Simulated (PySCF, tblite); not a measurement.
# C2H13FSi5: geometry, infrared bands and NMR shifts

Wanted: the infrared bands and NMR shifts of C2H13FSi5 (`C[Si@@H]1[SiH2][SiH2][SiH2][Si@H]1CF`), by calculation.

The runs use tblite 0.8.0 and PySCF 2.14.0, with density-fitted response routines of our own; the level of theory stands in each step. All values are computed, except where a source is named. Atoms are numbered from 0 throughout.

## (1) The starting structure

21 atoms, charge 0, multiplicity 1; geometry from: force field or distance geometry start.

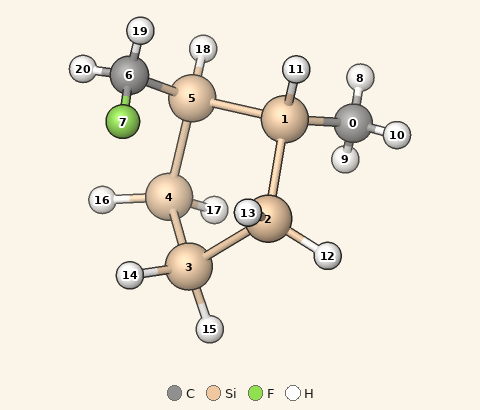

As it starts; carbon grey, silicon light orange, fluorine green, hydrogen white, atoms numbered.

## (2) Relaxing the molecule with GFN2-xTB

The job: settings as JSON, then the geometry in Å.

```
{"job": {"kind": "relax", "xc": "GFN2-xTB", "basis": "xTB"}, "charge": 0, "multiplicity": 1}
C      2.748300     0.096100    -0.599900
Si     1.395900    -0.060200     0.652100
Si     0.315300    -2.089600     0.365300
Si    -1.558400    -1.635000    -0.942000
Si    -1.384600     0.587600    -1.506700
Si    -0.235600     1.529800     0.253200
C     -1.341600     1.644000     1.703600
F     -1.838800     0.408500     1.978300
H      3.238600     1.070000    -0.525300
H      2.353500    -0.002900    -1.615600
H      3.506100    -0.668900    -0.460300
H      1.951300     0.078300     2.037300
H      1.214700    -3.034600    -0.319700
H     -0.083200    -2.660700     1.674100
H     -2.806200    -1.866000    -0.150400
H     -1.587400    -2.498700    -2.138900
H     -2.702400     1.248200    -1.720600
H     -0.555400     0.718200    -2.742800
H      0.372100     2.850500    -0.093100
H     -0.817400     1.986300     2.612400
H     -2.193600     2.316000     1.538600
```

On the command line:

```
> OMP_NUM_THREADS=1 python probes_run.py task.json out
```

One launch serves the whole session: the jobs run in the order shown.

Standard output:

```text
step      E/eV     max force
  0    -658.41137    2.763
  1    -658.58178    0.970
  2    -658.62726    0.440
  3    -658.65363    0.458
  4    -658.67579    0.350
  5    -658.69839    0.419
  6    -658.71568    0.393
  7    -658.73119    0.248
  8    -658.74409    0.273
  9    -658.75551    0.232
 10    -658.76278    0.189
 11    -658.76537    0.114
 12    -658.76639    0.062
 13    -658.76732    0.072
 14    -658.76831    0.088
 15    -658.76918    0.087
 16    -658.76974    0.049
 17    -658.77013    0.041
 18    -658.77056    0.056
 19    -658.77114    0.080
 20    -658.77172    0.068
 21    -658.77209    0.036
 22    -658.77226    0.027
 23    -658.77239    0.027
 24    -658.77253    0.034
 25    -658.77271    0.036
 26    -658.77293    0.044
 27    -658.77320    0.043
 28    -658.77356    0.048
 29    -658.77399    0.056
 30    -658.77440    0.043
 31    -658.77473    0.034
 32    -658.77503    0.040
 33    -658.77538    0.050
 34    -658.77584    0.073
 35    -658.77640    0.079
 36    -658.77698    0.064
 37    -658.77754    0.060
 38    -658.77807    0.048
 39    -658.77850    0.049
 40    -658.77880    0.043
 41    -658.77901    0.031
 42    -658.77921    0.036
 43    -658.77946    0.053
 44    -658.77975    0.064
 45    -658.78004    0.059
 46    -658.78027    0.040
 47    -658.78043    0.027
 48    -658.78053    0.023
 49    -658.78062    0.028
 50    -658.78073    0.033
 51    -658.78085    0.035
 52    -658.78098    0.034
 53    -658.78109    0.026
 54    -658.78116    0.016
 55    -658.78120    0.014
 56    -658.78125    0.020
 57    -658.78133    0.029
 58    -658.78144    0.033
 59    -658.78157    0.031
 60    -658.78167    0.024
 61    -658.78174    0.019
 62    -658.78180    0.020
 63    -658.78186    0.018
 64    -658.78191    0.014
 65    -658.78195    0.016
 66    -658.78200    0.018
 67    -658.78206    0.021
 68    -658.78215    0.027
 69    -658.78224    0.024
 70    -658.78229    0.015
 71    -658.78233    0.012
 72    -658.78237    0.014
 73    -658.78242    0.022
 74    -658.78249    0.030
 75    -658.78259    0.030
 76    -658.78270    0.024
 77    -658.78278    0.018
 78    -658.78284    0.016
 79    -658.78290    0.015
 80    -658.78295    0.018
 81    -658.78301    0.017
 82    -658.78307    0.019
 83    -658.78315    0.028
 84    -658.78323    0.028
 85    -658.78331    0.020
 86    -658.78336    0.014
 87    -658.78339    0.012
 88    -658.78341    0.012
 89    -658.78345    0.014
 90    -658.78350    0.018
 91    -658.78355    0.020
 92    -658.78359    0.016
 93    -658.78362    0.011
 94    -658.78364    0.013
 95    -658.78367    0.016
 96    -658.78371    0.013
 97    -658.78373    0.012
 98    -658.78375    0.010
 99    -658.78377    0.014
100    -658.78379    0.013
101    -658.78381    0.009
```

It took 2.3 s on 1 thread of Arm Neoverse N1, shared host.

Step by step: (not every step is listed)

```
step  energy from step 0 (eV)  largest force (eV/Å)
   0                   0.0000                2.7628
   1                  -0.1704                0.9705
   2                  -0.2159                0.4403
   3                  -0.2423                0.4578
   4                  -0.2644                0.3503
   5                  -0.2870                0.4192
   6                  -0.3043                0.3925
   7                  -0.3198                0.2481
   8                  -0.3327                0.2729
  16                  -0.3584                0.0490
  24                  -0.3612                0.0338
  32                  -0.3637                0.0396
  40                  -0.3674                0.0427
  48                  -0.3692                0.0230
  56                  -0.3699                0.0200
  64                  -0.3705                0.0145
  72                  -0.3710                0.0143
  80                  -0.3716                0.0177
  88                  -0.3720                0.0118
  96                  -0.3723                0.0132
  97                  -0.3724                0.0123
  98                  -0.3724                0.0100
  99                  -0.3724                0.0136
 100                  -0.3724                0.0133
 101                  -0.3724                0.0087
```

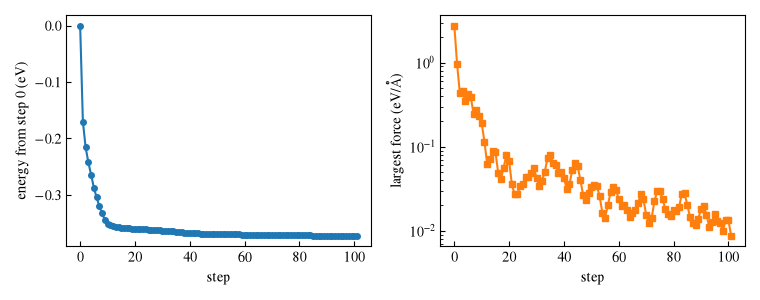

Energy and force, step by step.

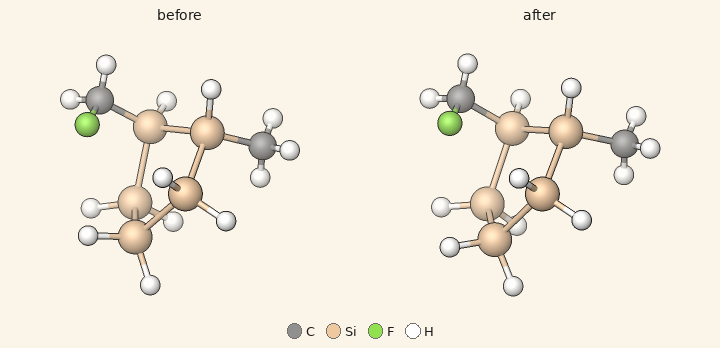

The geometry before (left) and after (right).

Distances of close pairs at the start and the end, largest changes first:

```
   bond  before (Å)  after (Å)  change (Å)
 Si5–C6       1.828      1.927      +0.100
 C0–Si1       1.850      1.907      +0.057
Si3–Si4       2.300      2.342      +0.042
Si4–Si5       2.303      2.346      +0.042
Si1–Si5       2.313      2.354      +0.041
Si1–Si2       2.317      2.353      +0.036
  C6–F7       1.360      1.391      +0.031
Si3–H14       1.496      1.467      -0.029
```

The final coordinates are the input of the step that follows.

## (3) Infrared spectrum with GFN2-xTB

The job: settings as JSON, then the geometry in Å.

```
{"job": {"kind": "ir", "xc": "GFN2-xTB", "basis": "xTB"}, "charge": 0, "multiplicity": 1}
C      2.871115     0.053960    -0.527524
Si     1.409168    -0.057162     0.691810
Si     0.275720    -2.096812     0.392321
Si    -1.549843    -1.676286    -1.010217
Si    -1.566893     0.614725    -1.496754
Si    -0.160796     1.595513     0.104117
C     -1.262318     1.708677     1.681308
F     -1.711350     0.424250     1.968582
H      3.401030     0.997510    -0.442067
H      2.527844    -0.035937    -1.554347
H      3.589637    -0.740633    -0.353453
H      2.006194     0.132433     2.029871
H      1.156882    -3.135700    -0.167468
H     -0.146148    -2.660717     1.678399
H     -2.820442    -2.097984    -0.410195
H     -1.478576    -2.471695    -2.246422
H     -2.908189     1.211266    -1.551665
H     -1.014580     0.880252    -2.834915
H      0.257861     2.998100    -0.080678
H     -0.729587     2.050149     2.569978
H     -2.155650     2.323034     1.558850
```

Standard output:

```text
mode    cm-1     km/mol
  1      36.4      0.58
  2      39.3      0.24
  3      54.1      1.71
  4      69.5      0.22
  5     125.0      1.93
  6     132.6      0.88
  7     136.7      1.28
  8     150.7      3.44
  9     172.6      0.55
 10     187.1      0.32
 11     293.5     34.11
 12     296.8     16.79
 13     332.6      3.64
 14     362.9      7.91
 15     370.2      4.82
 16     381.6     23.76
 17     386.9     18.62
 18     419.7      0.40
 19     442.3      1.68
 20     459.0      0.47
 21     486.5      0.20
 22     512.3      7.83
 23     527.5     29.63
 24     534.5     12.21
 25     576.1    328.20
 26     609.5    191.18
 27     614.3    311.20
 28     617.9    315.73
 29     623.1    146.39
 30     706.1     60.23
 31     734.5     48.29
 32     735.8     80.14
 33     806.4    127.34
 34     812.2      9.46
 35     820.2    285.36
 36     825.5    347.70
 37     848.0    128.05
 38     999.4     30.96
 39    1199.7     16.03
 40    1267.8      6.16
 41    1377.2      6.91
 42    1463.8      1.59
 43    1501.3      0.38
 44    1503.0      0.47
 45    2102.3    292.61
 46    2117.2    325.39
 47    2144.4    109.88
 48    2151.7     99.80
 49    2159.5    502.97
 50    2178.3    294.78
 51    2200.6    205.38
 52    2209.4    548.26
 53    2963.1     34.36
 54    2971.9     20.71
 55    3029.7     41.77
 56    3037.8     22.81
 57    3043.9      6.58
```

It took 2.7 s on 1 thread of Arm Neoverse N1, shared host.

Which atoms move in the most intense modes:

```
cm⁻¹  km/mol                                   atoms
 576   328.2  H11 27 %, H17 18 %, H12 11 %, H13 10 %
 614   311.2  H18 26 %, H14 16 %, H15 15 %, H17 13 %
 618   315.7  H18 21 %, H14 19 %, H15 18 %, H13 13 %
 826   347.7                                 H9 25 %
2117   325.4                                H18 95 %
2160   503.0                      H15 49 %, H17 37 %
2178   294.8                                H16 89 %
2209   548.3                      H13 80 %, H14 14 %
```

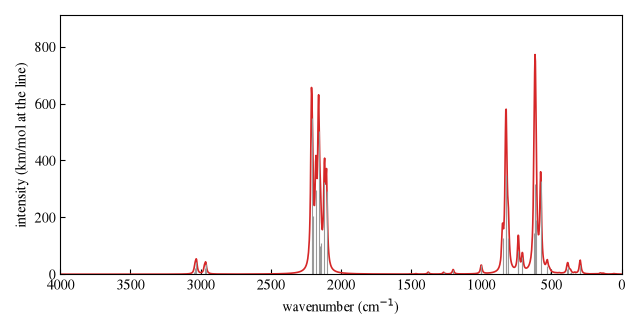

The infrared spectrum from these modes, unscaled. Lines are broadened to a width of 14 cm⁻¹ (Lorentzian).

## (4) NMR shieldings: PBE0/pcSseg-1

Settings changed since step 3:

```diff
@@ -1,2 +1,2 @@
-{"job": {"kind": "ir", "xc": "GFN2-xTB", "basis": "xTB"}, "charge": 0, "multiplicity": 1}
+{"job": {"kind": "nmr", "xc": "PBE0", "basis": "pcSseg-1"}, "charge": 0, "multiplicity": 1}
 C      2.871115     0.053960    -0.527524
```

With the program's defaults for keys left out, this is: GIAO PBE0/pcSseg-1 NMR shielding, non-relativistic, gas phase.

Standard output:

```text
coarse grid: 19440 points
cycle   1  E = -1630.3754154703  dE =  2.410e-01  |g| = 5.151e-01  |ddm| = 4.104e+00
cycle   2  E = -1630.3449749831  dE =  3.044e-02  |g| = 6.802e-01  |ddm| = 9.745e-01
cycle   3  E = -1630.4277392679  dE = -8.276e-02  |g| = 6.394e-02  |ddm| = 5.927e-01
cycle   4  E = -1630.4282595589  dE = -5.203e-04  |g| = 2.947e-02  |ddm| = 6.288e-02
cycle   5  E = -1630.4284550458  dE = -1.955e-04  |g| = 5.048e-03  |ddm| = 2.951e-02
cycle   6  E = -1630.4284610654  dE = -6.020e-06  |g| = 1.245e-03  |ddm| = 7.879e-03
final grid: 163488 points
cycle   7  E = -1630.4778742619  dE = -2.964e-05  |g| = 7.535e-03  |ddm| = 2.538e-02
cycle   8  E = -1630.4778662338  dE =  8.028e-06  |g| = 9.796e-03  |ddm| = 1.374e-02
cycle   9  E = -1630.4778866220  dE = -2.039e-05  |g| = 8.296e-04  |ddm| = 7.667e-03
cycle  10  E = -1630.4778867064  dE = -8.434e-08  |g| = 2.962e-04  |ddm| = 8.750e-04
cycle  11  E = -1630.4778867226  dE = -1.625e-08  |g| = 3.866e-05  |ddm| = 2.834e-04
cycle  12  E = -1630.4778867229  dE = -2.592e-10  |g| = 1.755e-05  |ddm| = 5.761e-05
converged SCF energy = -1630.4778867229

GIAO shielding tensors (ppm)
atom      isotropic    diamagn.    paramagn.     s11        s22        s33       span
  0 C      193.900     252.341     -58.441    188.243    195.345    198.112      9.869
  1 Si     419.532     881.282    -461.750    401.927    413.428    443.242     41.315
  2 Si     466.172     880.833    -414.662    441.219    469.896    487.400     46.181
  3 Si     471.879     880.208    -408.329    455.784    465.622    494.230     38.446
  4 Si     470.826     880.987    -410.162    444.880    475.823    491.774     46.894
  5 Si     416.234     881.733    -465.499    382.529    426.886    439.289     56.760
  6 C      105.030     247.015    -141.985     51.759     84.019    179.311    127.552
  7 F      453.830     478.690     -24.860    393.977    469.518    497.993    104.016
  8 H       31.348      29.875       1.473     25.799     28.576     39.670     13.870
  9 H       31.808      31.991      -0.184     26.510     31.171     37.742     11.232
 10 H       31.375      29.326       2.049     25.808     28.532     39.785     13.976
 11 H       27.335      30.658      -3.324     23.602     25.129     33.272      9.670
 12 H       28.305      29.767      -1.462     24.214     25.670     35.031     10.817
 13 H       28.163      29.670      -1.507     24.821     25.021     34.648      9.827
 14 H       28.149      29.236      -1.088     24.537     25.114     34.795     10.258
 15 H       28.103      29.058      -0.956     23.933     25.229     35.146     11.213
 16 H       28.114      29.693      -1.579     24.257     24.959     35.127     10.870
 17 H       28.223      29.834      -1.611     24.832     25.230     34.606      9.773
 18 H       27.671      30.670      -2.999     24.330     24.747     33.936      9.607
 19 H       26.660      29.561      -2.901     21.959     26.110     31.910      9.951
 20 H       26.667      29.099      -2.432     21.975     26.063     31.963      9.988
```

Wall time 96 s (1 thread of Arm Neoverse N1, shared host); peak memory 1.1 GiB.

The references, computed at this level on geometries of the same kind, shield at (ppm): 1H TMS 31.72, 13C TMS 186.9, 29Si TMS 349.2, 19F CFCl3 170.9. Their shielding less the atom's gives the shift. The references are single molecules in the gas phase, so shifts against H2O, NH3, PH3, H3PO4 or CFCl3 are not on the usual liquid scales and can be off by tens of ppm. Atoms listed in one row are averaged.

```
      atoms                                                    environment  σ (ppm)  δ (ppm)  δ scaled to CDCl3
         C6                                     sp3 CH2 bonded to F and Si    105.0     81.9               78.0
         C0                                     methyl carbon bonded to Si    193.9     -7.0               -8.7
        H19                      hydrogen on an sp3 CH2 bonded to F and Si    26.66     5.06               4.87
        H20                      hydrogen on an sp3 CH2 bonded to F and Si    26.67     5.05               4.87
        H11  hydrogen on a silicon bonded to C, 2 Si, in a 5-membered ring    27.33     4.38                  –
        H18  hydrogen on a silicon bonded to C, 2 Si, in a 5-membered ring    27.67     4.05                  –
        H15     hydrogen on a silicon bonded to 2 Si, in a 5-membered ring    28.10     3.61                  –
        H16     hydrogen on a silicon bonded to 2 Si, in a 5-membered ring    28.11     3.60                  –
        H14     hydrogen on a silicon bonded to 2 Si, in a 5-membered ring    28.15     3.57                  –
        H13     hydrogen on a silicon bonded to 2 Si, in a 5-membered ring    28.16     3.55                  –
        H17     hydrogen on a silicon bonded to 2 Si, in a 5-membered ring    28.22     3.49                  –
        H12     hydrogen on a silicon bonded to 2 Si, in a 5-membered ring    28.30     3.41                  –
H8, H9, H10                       hydrogen on a methyl carbon bonded to Si    31.51     0.21               0.30
        Si5             silicon bonded to C, 2 Si, H, in a 5-membered ring    416.2    -67.1                  –
        Si1             silicon bonded to C, 2 Si, H, in a 5-membered ring    419.5    -70.4                  –
        Si2              silicon bonded to 2 Si, 2 H, in a 5-membered ring    466.2   -117.0                  –
        Si4              silicon bonded to 2 Si, 2 H, in a 5-membered ring    470.8   -121.7                  –
        Si3              silicon bonded to 2 Si, 2 H, in a 5-membered ring    471.9   -122.7                  –
         F7                                      fluorine on an sp3 carbon    453.8   -282.9                  –
```

The scaled column applies a straight-line fit of computed shieldings to shifts measured in CDCl3, and one for carbons that bear F (root-mean-square error 0.16 ppm for H, 1.9 ppm for C).

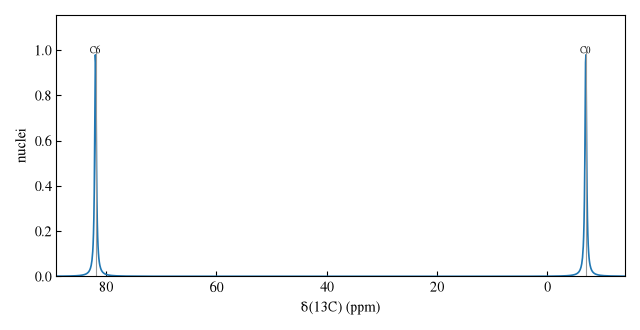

13C lines at the computed shifts, without couplings. Lines are broadened to a width of 0.36 ppm (Lorentzian).

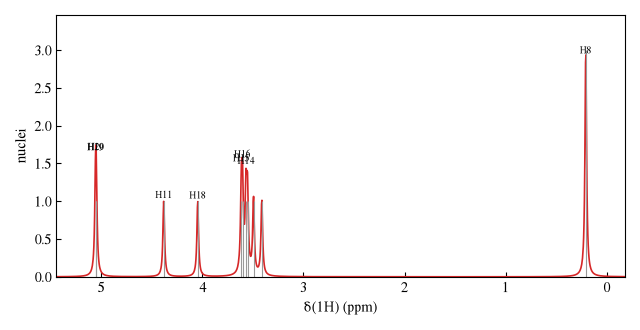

1H lines at the computed shifts, without couplings. Lines are broadened to a width of 0.02 ppm (Lorentzian).

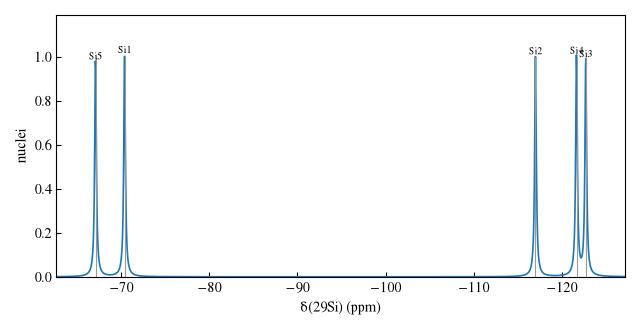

29Si lines at the computed shifts, without couplings. Lines are broadened to a width of 0.22 ppm (Lorentzian).

The run also stored atomic charges by several schemes (e):

```
atoms  Mulliken    IAO  Hirshfeld  ESP fit
   C0     -0.59  -0.69      -0.21    -0.61
  Si1      0.19   0.35       0.19     0.36
  Si2      0.07   0.16       0.14     0.08
  Si3      0.04   0.17       0.15     0.18
  Si4      0.09   0.15       0.14     0.10
  Si5      0.06   0.30       0.16     0.11
   C6     -0.11  -0.21      -0.07    -0.13
   F7     -0.35  -0.33      -0.11    -0.23
```

IAO charges:

C0 -0.69; Si1 0.35; Si2 0.16; Si3 0.17; Si4 0.15; Si5 0.30; C6 -0.21; F7 -0.33; H8 0.16; H9 0.15; H10 0.16; H11 -0.09; H12 -0.08; H13 -0.07; H14 -0.07; H15 -0.08; H16 -0.08; H17 -0.09; H18 -0.08; H19 0.15; H20 0.15

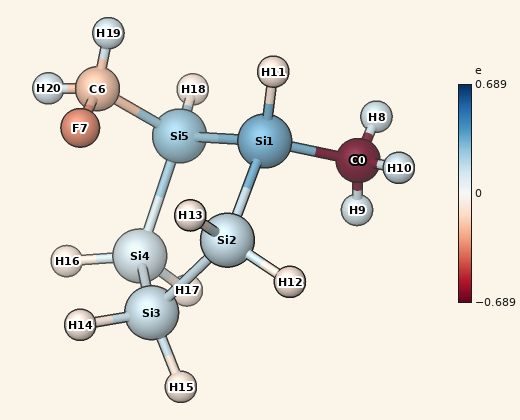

IAO charges, as colours on the atoms.

Mayer bond orders: C0–Si1 0.94, Si1–Si2 0.86, Si2–Si3 0.85, Si3–Si4 0.84, Si4–Si5 0.88, Si5–C6 0.87, C6–F7 0.82, Si5–Si1 0.88.

Ring of atoms Si1, Si2, Si3, Si4, Si5: NICS(0) -2.2, NICS(1) -2.4, NICS(1)zz -0.3 ppm (means of both faces).

## (5) What came out

| quantity | value |
| --- | --- |
| strongest single infrared mode (GFN2-xTB) | 2209 cm⁻¹, 548 km/mol |
| zero-point energy (GFN2-xTB) | 82.7 kcal/mol |
| 13C shifts against TMS (PBE0/pcSseg-1) | 81.9, -7.0 ppm |
| 1H shifts against TMS (PBE0/pcSseg-1, means over atoms taken as alike) | 5.06, 5.05, 4.38, 4.05, 3.61, 3.60, 3.57, 3.55, 3.49, 3.41, 0.21 ppm |
| 29Si shifts against TMS (PBE0/pcSseg-1) | -67.1, -70.4, -117.0, -121.7, -122.7 ppm |
| 19F shifts against CFCl3 (PBE0/pcSseg-1) | -282.9 ppm |

**Reading.** Relaxing lowered the energy by 0.372 eV in 101 steps; the close pair that moved most is Si5–C6, from 1.828 to 1.927 Å. All 57 modes are real, so the xTB geometry is a minimum. The strongest single mode, at 2209 cm⁻¹, moves mainly H13. GFN2-xTB is a fitted tight-binding method: band positions and strengths are rough. Its intensities can rank the bands wrongly. C6 (sp3 CH2 bonded to F and Si) lies farthest downfield among carbon, at 81.9 ppm; pulled downfield by the heteroatom. At PBE0/pcSseg-1: Shielding is most anisotropic at C6 (span 128 ppm, paramagnetic term -142 ppm).
